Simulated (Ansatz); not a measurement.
CH$_{6}$N$_{2}$OSi: geometry relaxation

The run: geometry relaxation of CH$_{6}$N$_{2}$OSi, SMILES N=C(N)O[SiH3]. Method and program: RKS PBE-D4/def2-SVP (Ansatz 0.2.0).

The geometry: force-field start. Figures and captions count atoms from 1; the log counts them from 0 in places.

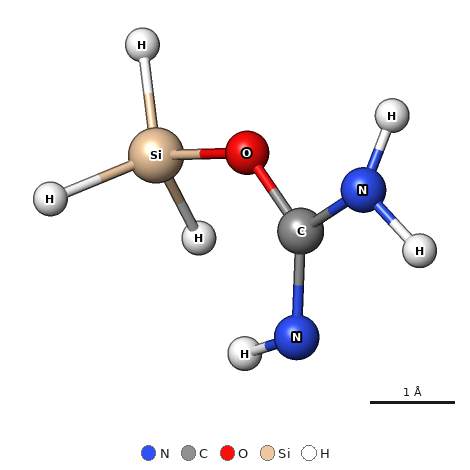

The starting structure (ball-and-stick view, seen at a tilt).

## Summary

```csv
quantity,value
outcome,converged
total energy,−14021.9956 eV
mean-field energy,−14021.7775 eV
dispersion energy,−0.2181 eV
SCF solution under orbital rotations,stable
largest force (length of the vector) at the end,0.024 eV/Å
dipole moment,1.83 D
hardware,"4 threads of INTEL XEON PLATINUM @ 2.10GHz, 23 GiB of memory available, shared host"
wall time,10 s (CPU time 34 s)
peak memory,0.18 GiB
```

## Input
```yaml
crystal:
  periodic: [false, false, false]
  atoms:
    - {symbol: N, position_ang: [1.182300, 0.284900, 1.211600]}
    - {symbol: C, position_ang: [0.497600, -0.562300, 0.523700]}
    - {symbol: N, position_ang: [0.650500, -1.872700, 0.741500]}
    - {symbol: O, position_ang: [-0.334900, -0.335700, -0.441000]}
    - {symbol: Si, position_ang: [-0.859900, 1.067700, -1.158900]}
    - {symbol: H, position_ang: [0.879000, 1.292400, 0.921200]}
    - {symbol: H, position_ang: [-0.089100, -2.451800, 0.544400]}
    - {symbol: H, position_ang: [1.143800, -2.035300, 1.651600]}
    - {symbol: H, position_ang: [-1.147200, 2.102700, -0.051100]}
    - {symbol: H, position_ang: [0.232200, 1.590100, -1.979800]}
    - {symbol: H, position_ang: [-2.089000, 0.863000, -1.942400]}
basis:
  gaussian: {orbitals: def2-SVP}
hamiltonian: {xc: pbe, dispersion: d4}
relax: {f_tol: 0.03, max_steps: 200}
```

Launch command:
```bash
ansatz run in.yaml --threads 4 --pin off --events-out ev --progress --plain --max-ram 10444MiB
```

## Output
```
Functional definition: PBE
  name "PBE"
  cite "Perdew, Burke & Ernzerhof, Phys. Rev. Lett. 77, 3865 (1996) doi:10.1103/PhysRevLett.77.3865"
  parent pbe
  parameter kappa = 0.804
  parameter beta = 0.06672455060314922
  exchange = pbe_x(kappa = kappa, mu = beta*pi^2/3)
  correlation = pbe_c(beta = beta)
1189 factors; their error is unknown
mean field evaluation 1: about -14010.1072 eV, gradient 7.5e1 eV
mean field evaluation 2: about -13926.0512 eV, gradient 1.7e2 eV
mean field evaluation 4: about -14020.1777 eV, gradient 2.4e1 eV
mean field evaluation 8: about -14021.3402 eV, gradient 3.3e-1 eV
mean field evaluation 16: about -14021.2669 eV, gradient 4.6e-4 eV
mean field -14021.26689017 eV, -515.2720542577 hartree, gradient 3.8e-5 eV, S^2 0.000000; 0 other end points of the search recorded, 0 dependent functions left out
the calculation of the forces begins
reference -14021.26692607 eV, -515.2720555771 hartree; 24, 24 occupied and 80, 80 virtual orbitals, 1189 factors
relax step   1: F+E_penalty+E_count = -14021.48636867 eV  Δ(F+E_penalty+E_count) = +0.000e0 eV  max|allowed force component| = 3.338e0 eV/Å  Δτ_max = 0.0000 Å  (29 SCF iters, accepted)
these checks for a lower state are left out or cut short: starts, cluster_reference, orbital_swaps, neighbouring_geometries, increment
1189 factors; their error is unknown
mean field -14021.67853253 eV, -515.2871818355 hartree, gradient 2.6e-5 eV, S^2 0.000000; 0 other end points of the search recorded, 0 dependent functions left out
[... from here on the field's lines of each further geometry are left out, up to the last ...]
relax step   2: F+E_penalty+E_count = -14021.89527809 eV  Δ(F+E_penalty+E_count) = -4.089e-1 eV  max|allowed force component| = 1.113e0 eV/Å  Δτ_max = 0.0955 Å  (30 SCF iters, accepted)
relax step   3: F+E_penalty+E_count = -14021.96677574 eV  Δ(F+E_penalty+E_count) = -7.150e-2 eV  max|allowed force component| = 5.482e-1 eV/Å  Δτ_max = 0.0425 Å  (31 SCF iters, accepted)
relax step   4: F+E_penalty+E_count = -14021.98219040 eV  Δ(F+E_penalty+E_count) = -1.541e-2 eV  max|allowed force component| = 3.156e-1 eV/Å  Δτ_max = 0.0597 Å  (31 SCF iters, accepted)
relax step   5: F+E_penalty+E_count = -14021.98918561 eV  Δ(F+E_penalty+E_count) = -6.995e-3 eV  max|allowed force component| = 1.074e-1 eV/Å  Δτ_max = 0.0432 Å  (31 SCF iters, accepted)
relax step   6: F+E_penalty+E_count = -14021.98942465 eV  Δ(F+E_penalty+E_count) = -2.390e-4 eV  max|allowed force component| = 1.828e-1 eV/Å  Δτ_max = 0.0384 Å  (31 SCF iters, accepted)
relax step   7: F+E_penalty+E_count = -14021.99214944 eV  Δ(F+E_penalty+E_count) = -2.725e-3 eV  max|allowed force component| = 8.508e-2 eV/Å  Δτ_max = 0.0250 Å  (31 SCF iters, accepted)
relax step   8: F+E_penalty+E_count = -14021.99276531 eV  Δ(F+E_penalty+E_count) = -6.159e-4 eV  max|allowed force component| = 1.188e-1 eV/Å  Δτ_max = 0.0519 Å  (30 SCF iters, accepted)
relax step   9: F+E_penalty+E_count = -14021.99409587 eV  Δ(F+E_penalty+E_count) = -1.331e-3 eV  max|allowed force component| = 9.512e-2 eV/Å  Δτ_max = 0.0866 Å  (30 SCF iters, accepted)
relax step  10: F+E_penalty+E_count = -14021.99470598 eV  Δ(F+E_penalty+E_count) = -6.101e-4 eV  max|allowed force component| = 6.057e-2 eV/Å  Δτ_max = 0.0476 Å  (31 SCF iters, accepted)
relax step  11: F+E_penalty+E_count = -14021.99493703 eV  Δ(F+E_penalty+E_count) = -2.310e-4 eV  max|allowed force component| = 8.189e-2 eV/Å  Δτ_max = 0.0404 Å  (31 SCF iters, accepted)
relax step  12: F+E_penalty+E_count = -14021.99398955 eV  Δ(F+E_penalty+E_count) = +9.475e-4 eV  max|allowed force component| = 2.244e-1 eV/Å  Δτ_max = 0.0226 Å  (32 SCF iters, rejected (line search))
the calculation of the forces begins
reference -14021.77747976 eV, -515.2908180791 hartree; 24, 24 occupied and 80, 80 virtual orbitals, 1189 factors
relax step  13: F+E_penalty+E_count = -14021.99556208 eV  Δ(F+E_penalty+E_count) = -6.250e-4 eV  max|allowed force component| = 2.018e-2 eV/Å  Δτ_max = 0.0108 Å  (32 SCF iters, accepted)
```

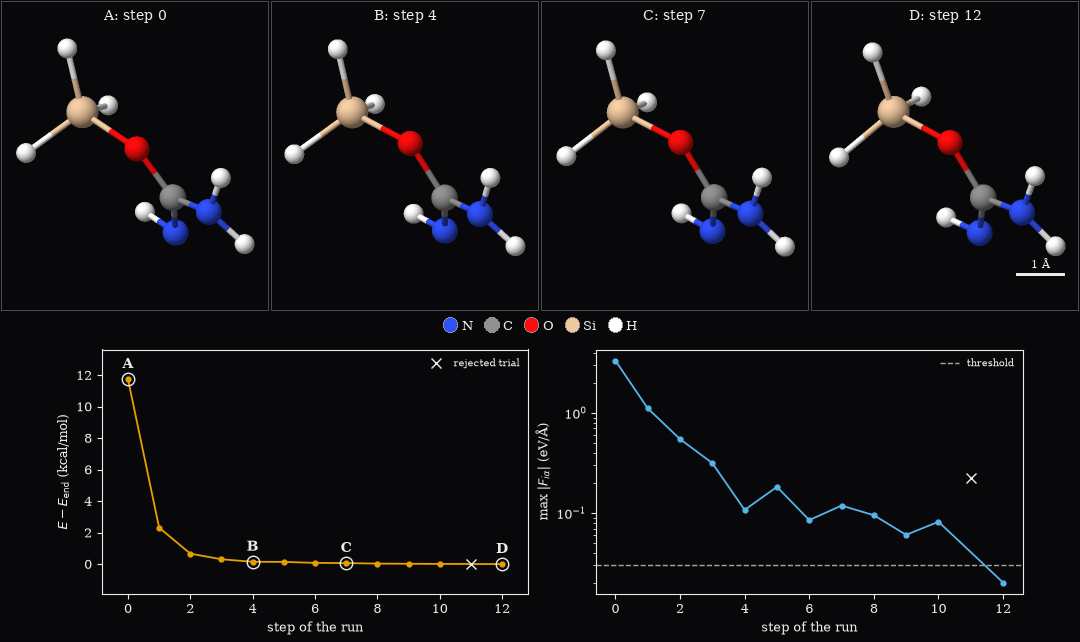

Frames of the relaxation (ball-and-stick view, seen at a tilt) above the curves, on which the letters mark them (the first geometry is step 0 here and step 1 in the log).

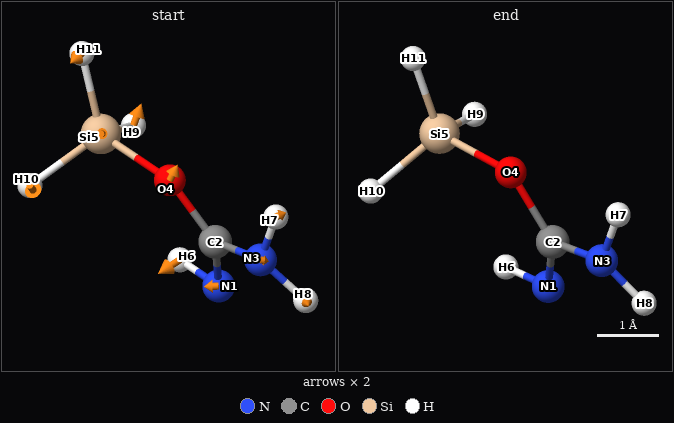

Before (left) and after (right) the relaxation, at one scale (ball-and-stick view, seen at a tilt). The orange arrows give the displacements, magnified 2 times. H6 moves most after the best rigid fit: 0.24 Å. By element the largest moves are H 0.24 Å, O 0.15 Å, N 0.13 Å, Si 0.08 Å, C 0.02 Å. Among the contacts that change: C2–O4 1.294 → 1.380 Å, N1–H6 1.092 → 1.028 Å, N3–H7 0.960 → 1.019 Å, Si5–H10 1.463 → 1.503 Å. Among the angles that change: C2–O4–Si5 132.3° → 123.3°, O4–Si5–H11 112.1° → 104.0°, C2–N3–H8 110.3° → 115.0°. Over 12 geometry steps the energy falls by 11.7 kcal/mol. Largest force component: 3.3 eV/Å at the start, 0.02 eV/Å at the end. The line search rejected the trial step at point 11 (counted from 0) and went back. (Atoms are counted from 1 in the order of the input.)

```
1189 factors; their error is unknown
mean field -14021.77744391 eV, -515.2908167615 hartree, gradient 2.0e-5 eV, S^2 0.000000; 1 other end points of the search recorded, 0 dependent functions left out
the calculation of the forces begins
reference -14021.77747976 eV, -515.2908180791 hartree; 24, 24 occupied and 80, 80 virtual orbitals, 1189 factors
Total energy: -14021.99559793 eV, -515.2988337741 hartree
Atom 0 at     1.218237     0.343673     1.104707 Å, force    -0.001775     0.008124     0.004470 eV/Å
Atom 1 at     0.497535    -0.553596     0.535728 Å, force     0.004638    -0.020182    -0.012860 eV/Å
Atom 2 at     0.646763    -1.893919     0.809460 Å, force     0.000844     0.004387     0.020116 eV/Å
Atom 3 at    -0.477540    -0.384949    -0.426647 Å, force    -0.000115    -0.000255    -0.001893 eV/Å
Atom 4 at    -0.874496     1.127665    -1.098672 Å, force    -0.012310    -0.003284     0.010431 eV/Å
Atom 5 at     1.039196     1.289774     0.744513 Å, force     0.000379     0.001221    -0.001098 eV/Å
Atom 6 at    -0.146558    -2.500292     0.606646 Å, force    -0.003054     0.012647    -0.005712 eV/Å
Atom 7 at     1.184540    -2.105126     1.649090 Å, force     0.002051    -0.003504    -0.008282 eV/Å
Atom 8 at    -1.338694     2.081313    -0.032226 Å, force     0.004884     0.000127    -0.003653 eV/Å
Atom 9 at     0.304041     1.717712    -1.821884 Å, force    -0.004364    -0.001853     0.002038 eV/Å
Atom 10 at    -1.987724     0.820744    -2.049914 Å, force     0.008821     0.002573    -0.003556 eV/Å
Dipole moment:    -0.340088    -0.138388    -0.105303 e Å
```

## Trajectory as extended XYZ (Å, eV, eV/Å), 13 frames, from step=1 to step=13
```
11
Properties=species:S:1:pos:R:3:forces:R:3 step=1 energy=-14021.48637
N     1.1823    0.2849    1.2116   -0.6009   2.4555  -0.2614
C     0.4976   -0.5623    0.5237    1.8984   1.1139   1.9232
N     0.6505   -1.8727    0.7415    3.3376  -0.4188   2.2505
O    -0.3349   -0.3357   -0.4410   -2.5517  -0.2835  -2.4549
Si   -0.8599    1.0677   -1.1589   -0.1128   1.4964   0.9269
H     0.8790    1.2924    0.9212    0.7899  -1.7969   0.4918
H    -0.0891   -2.4518    0.5444   -2.4158  -1.9789  -0.7174
H     1.1438   -2.0353    1.6516   -0.5124  -0.1056  -1.0007
H    -1.1472    2.1027   -0.0511    0.0213  -0.3652  -0.4140
H     0.2322    1.5901   -1.9798    0.4571   0.2606  -0.5418
H    -2.0890    0.8630   -1.9424   -0.3106  -0.3776  -0.2023
11
Properties=species:S:1:pos:R:3:forces:R:3 step=2 energy=-14021.89528
N     1.1589    0.3087    1.2629   -0.4365   0.8994  -0.6282
C     0.4919   -0.5502    0.5600    1.1132   0.5468   1.0822
N     0.6641   -1.8906    0.7674    0.6319  -0.2119   0.5878
O    -0.3629   -0.3132   -0.4391   -0.9444  -0.5332  -0.9019
Si   -0.8597    1.1201   -1.1486   -0.1304   0.6553   0.1602
H     0.9702    1.2822    0.8945    0.2433  -0.8716   0.4535
H    -0.0912   -2.5097    0.5225   -0.4620  -0.3298  -0.1536
H     1.1470   -2.0835    1.6538   -0.1439  -0.0902  -0.3092
H    -1.1943    2.1305   -0.0705    0.0559  -0.0691  -0.1541
H     0.2239    1.6329   -2.0355    0.1188   0.1298  -0.1078
H    -2.0826    0.8158   -1.9466   -0.0459  -0.1255  -0.0289
11
Properties=species:S:1:pos:R:3:forces:R:3 step=3 energy=-14021.96678
N     1.1702    0.3199    1.2551   -0.2726  -0.0967  -0.3131
C     0.5096   -0.5476    0.5636    0.3458   0.1390   0.5482
N     0.6690   -1.9018    0.7827   -0.1454   0.0630  -0.1958
O    -0.3851   -0.3186   -0.4441   -0.1895  -0.4070  -0.1187
Si   -0.8634    1.1393   -1.1493    0.0373   0.1312  -0.1394
H     0.9604    1.2742    0.9286    0.1049   0.0227   0.0460
H    -0.1062   -2.5210    0.5333    0.1069   0.1493   0.0040
H     1.1610   -2.1155    1.6480    0.0193  -0.0672   0.0535
H    -1.1855    2.1615   -0.0983   -0.0294   0.0341   0.0399
H     0.2176    1.6709   -2.0518   -0.0250  -0.0029   0.0338
H    -2.0824    0.7816   -1.9468    0.0478   0.0345   0.0416
11
Properties=species:S:1:pos:R:3:forces:R:3 step=4 energy=-14021.98219
N     1.1487    0.3388    1.2389    0.0881   0.1828   0.0818
C     0.4937   -0.5412    0.5785    0.0998  -0.1354  -0.0183
N     0.6840   -1.8935    0.7709   -0.1603   0.0397  -0.0870
O    -0.4289   -0.3369   -0.4177   -0.1347  -0.3156  -0.0488
Si   -0.8532    1.1308   -1.1391   -0.0450   0.0908  -0.1009
H     0.9354    1.2917    0.9161    0.0305   0.0351   0.0482
H    -0.0942   -2.5014    0.5105    0.0708   0.0312   0.0227
H     1.1751   -2.1279    1.6311    0.0369  -0.0450   0.0631
H    -1.1680    2.1638   -0.0962   -0.0022   0.0576   0.0250
H     0.2481    1.6221   -2.0359    0.0042   0.0230   0.0227
H    -2.0754    0.7966   -1.9363    0.0120   0.0358  -0.0085
11
Properties=species:S:1:pos:R:3:forces:R:3 step=5 energy=-14021.98919
N     1.1466    0.3526    1.2197    0.1074   0.0241   0.0424
C     0.4945   -0.5424    0.5758   -0.1039  -0.0581  -0.0753
N     0.6915   -1.8925    0.7704   -0.0425   0.0595   0.0158
O    -0.4619   -0.3621   -0.4057   -0.0054  -0.0893   0.0073
Si   -0.8570    1.1188   -1.1331    0.0194   0.0941  -0.0126
H     0.9247    1.3063    0.9089   -0.0176   0.0226   0.0040
H    -0.0877   -2.4961    0.5088    0.0296  -0.0246   0.0074
H     1.1849   -2.1352    1.6289    0.0149   0.0039  -0.0023
H    -1.1612    2.1676   -0.0983   -0.0161  -0.0094   0.0154
H     0.2657    1.6057   -2.0055    0.0071  -0.0149  -0.0005
H    -2.0748    0.8202   -1.9492    0.0072  -0.0080  -0.0016
11
Properties=species:S:1:pos:R:3:forces:R:3 step=6 energy=-14021.98942
N     1.1486    0.3571    1.2042    0.0550  -0.0965   0.1113
C     0.4858   -0.5423    0.5767   -0.0698  -0.0899  -0.1228
N     0.6869   -1.8899    0.7748   -0.0632   0.0654  -0.0986
O    -0.4779   -0.3653   -0.3991   -0.0386  -0.0538   0.0436
Si   -0.8522    1.1212   -1.1318    0.0259   0.0352   0.0182
H     0.8866    1.3027    0.9115    0.0182   0.1828  -0.0484
H    -0.0853   -2.5051    0.5227    0.0206  -0.0145  -0.0168
H     1.2115   -2.1334    1.6105    0.0593  -0.0134   0.1170
H    -1.1488    2.1722   -0.0971   -0.0157  -0.0003   0.0084
H     0.2795    1.5908   -2.0003    0.0164  -0.0060  -0.0040
H    -2.0695    0.8349   -1.9513   -0.0080  -0.0092  -0.0081
11
Properties=species:S:1:pos:R:3:forces:R:3 step=7 energy=-14021.99215
N     1.1510    0.3594    1.1918    0.0080  -0.0441   0.0112
C     0.4823   -0.5426    0.5710   -0.0762   0.0088  -0.0851
N     0.6864   -1.8884    0.7735    0.0180   0.0260   0.0306
O    -0.4948   -0.3720   -0.3953    0.0458   0.0034   0.0728
Si   -0.8532    1.1224   -1.1248   -0.0025  -0.0151   0.0171
H     0.9030    1.3116    0.8963    0.0056   0.0218  -0.0149
H    -0.0826   -2.5059    0.5197   -0.0068  -0.0298  -0.0140
H     1.2083   -2.1289    1.6155    0.0024   0.0170  -0.0036
H    -1.1671    2.1671   -0.0867    0.0089  -0.0086  -0.0216
H     0.2929    1.5833   -1.9806    0.0001   0.0142   0.0171
H    -2.0609    0.8370   -1.9596   -0.0034   0.0064  -0.0096
11
Properties=species:S:1:pos:R:3:forces:R:3 step=8 energy=-14021.99277
N     1.1679    0.3565    1.1692    0.0100  -0.0306   0.0246
C     0.4899   -0.5470    0.5610   -0.1097   0.0307  -0.1188
N     0.6789   -1.8919    0.7803    0.0365   0.0192   0.0543
O    -0.4843   -0.3756   -0.4073    0.0321  -0.0291   0.0715
Si   -0.8574    1.1238   -1.1178   -0.0117  -0.0225   0.0097
H     0.9276    1.3051    0.8557    0.0268   0.0288  -0.0022
H    -0.1005   -2.5032    0.5428   -0.0032  -0.0243  -0.0115
H     1.1974   -2.1202    1.6281    0.0015  -0.0061  -0.0107
H    -1.2044    2.1444   -0.0685   -0.0019   0.0045  -0.0048
H     0.2946    1.6189   -1.9429    0.0226   0.0244  -0.0074
H    -2.0444    0.8323   -1.9798   -0.0028   0.0050  -0.0047
11
Properties=species:S:1:pos:R:3:forces:R:3 step=9 energy=-14021.99410
N     1.1907    0.3508    1.1321   -0.0622   0.0184  -0.0466
C     0.4881   -0.5528    0.5485    0.0290   0.0754  -0.0535
N     0.6669   -1.8950    0.7925    0.0178  -0.0079   0.0951
O    -0.4912   -0.3853   -0.4118    0.0082   0.0016   0.0140
Si   -0.8656    1.1222   -1.1076   -0.0176   0.0485   0.0107
H     0.9769    1.3003    0.7941    0.0240  -0.0749   0.0372
H    -0.1174   -2.5084    0.5745    0.0078   0.0050   0.0031
H     1.1934   -2.1077    1.6407   -0.0223  -0.0084  -0.0601
H    -1.2649    2.1188   -0.0521   -0.0089  -0.0254  -0.0072
H     0.3080    1.6686   -1.8733   -0.0146  -0.0304  -0.0054
H    -2.0197    0.8316   -2.0168    0.0389  -0.0019   0.0126
11
Properties=species:S:1:pos:R:3:forces:R:3 step=10 energy=-14021.99471
N     1.2070    0.3476    1.1126   -0.0519  -0.0081  -0.0606
C     0.4937   -0.5541    0.5382   -0.0011   0.0374   0.0446
N     0.6581   -1.8954    0.7995    0.0029   0.0058   0.0344
O    -0.4923   -0.3856   -0.4134    0.0137   0.0074  -0.0037
Si   -0.8710    1.1270   -1.0973   -0.0093   0.0144  -0.0548
H     1.0026    1.2957    0.7671    0.0249  -0.0460   0.0219
H    -0.1322   -2.5061    0.5938    0.0227   0.0278   0.0027
H     1.1925   -2.1039    1.6429   -0.0085  -0.0120  -0.0341
H    -1.3075    2.1038   -0.0372    0.0114  -0.0263  -0.0290
H     0.3110    1.6848   -1.8448   -0.0309  -0.0083   0.0378
H    -1.9967    0.8293   -2.0407    0.0262   0.0080   0.0408
11
Properties=species:S:1:pos:R:3:forces:R:3 step=11 energy=-14021.99494
N     1.2208    0.3412    1.1083   -0.0431  -0.0372  -0.0321
C     0.5006   -0.5552    0.5348   -0.0094   0.0819   0.0047
N     0.6483   -1.8947    0.8080    0.0226  -0.0514   0.0590
O    -0.4741   -0.3824   -0.4281    0.0120  -0.0380   0.0235
Si   -0.8770    1.1283   -1.0979    0.0036   0.0300  -0.0447
H     1.0391    1.2882    0.7515    0.0045   0.0001  -0.0041
H    -0.1420   -2.5052    0.6037   -0.0040   0.0408  -0.0154
H     1.1783   -2.1014    1.6544    0.0030  -0.0093  -0.0318
H    -1.3364    2.0860   -0.0313    0.0076  -0.0188  -0.0156
H     0.2986    1.7154   -1.8310   -0.0177   0.0002   0.0236
H    -1.9910    0.8226   -2.0516    0.0207   0.0017   0.0330
11
Properties=species:S:1:pos:R:3:forces:R:3 step=12 energy=-14021.99399 accepted=F
N     1.2249    0.3458    1.0983    0.0765   0.1176   0.0663
C     0.5021   -0.5488    0.5333   -0.0790  -0.2244  -0.0373
N     0.6395   -1.8898    0.8094    0.0909  -0.0331   0.0981
O    -0.4717   -0.3910   -0.4279   -0.1050   0.1822  -0.1276
Si   -0.8768    1.1236   -1.0958    0.0185  -0.0421   0.0286
H     1.0547    1.2945    0.7399   -0.0062  -0.0307  -0.0121
H    -0.1567   -2.4931    0.6078    0.0015   0.0393  -0.0124
H     1.1775   -2.1045    1.6474    0.0161  -0.0179   0.0104
H    -1.3491    2.0681   -0.0258   -0.0047   0.0072   0.0009
H     0.3014    1.7230   -1.8104    0.0049   0.0059  -0.0033
H    -1.9806    0.8153   -2.0555   -0.0135  -0.0040  -0.0114
11
Properties=species:S:1:pos:R:3:forces:R:3 step=13 energy=-14021.99556
N     1.2182    0.3437    1.1047   -0.0018   0.0081   0.0045
C     0.4975   -0.5536    0.5357    0.0046  -0.0202  -0.0129
N     0.6468   -1.8939    0.8095    0.0008   0.0044   0.0201
O    -0.4775   -0.3849   -0.4266   -0.0001  -0.0003  -0.0019
Si   -0.8745    1.1277   -1.0987   -0.0123  -0.0033   0.0104
H     1.0392    1.2898    0.7445    0.0004   0.0012  -0.0011
H    -0.1466   -2.5003    0.6066   -0.0031   0.0126  -0.0057
H     1.1845   -2.1051    1.6491    0.0021  -0.0035  -0.0083
H    -1.3387    2.0813   -0.0322    0.0049   0.0001  -0.0037
H     0.3040    1.7177   -1.8219   -0.0044  -0.0019   0.0020
H    -1.9877    0.8207   -2.0499    0.0088   0.0026  -0.0036
```

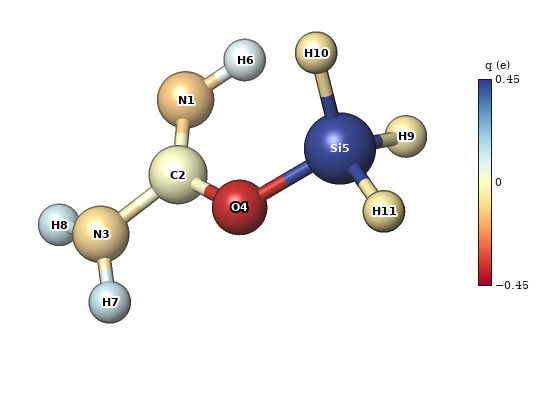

Mulliken charges, as the colour of each atom (ball-and-stick view, seen at a tilt; atoms are numbered from 1 in the order of the input). By element: N −0.14 to −0.10, C 0.00, O −0.38, Si +0.43 and H −0.06 to +0.13 e.
